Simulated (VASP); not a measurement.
Band structure of YSF (space group P4/nmm). Level of theory: LDA (Ceperley-Alder, Perdew-Zunger), VASP's LDA PAW potentials (set 64) (plane waves; VASP).

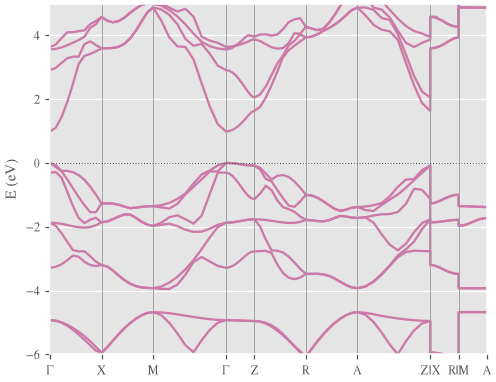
Figure. Bands along high-symmetry lines, zero at the valence-band maximum or, without a gap, the Fermi level

Read the plot: is there a gap, and where are the band edges?

The gap is direct, 0.99 eV, from the valence maximum at Γ to the conduction minimum at Γ. (Edges off the drawn lines would not show.)

The structure comes from a computed database's YSF entry (P4/nmm); how it stands against other phases isn't given here. It was relaxed first, which changed the volume by -6 %.
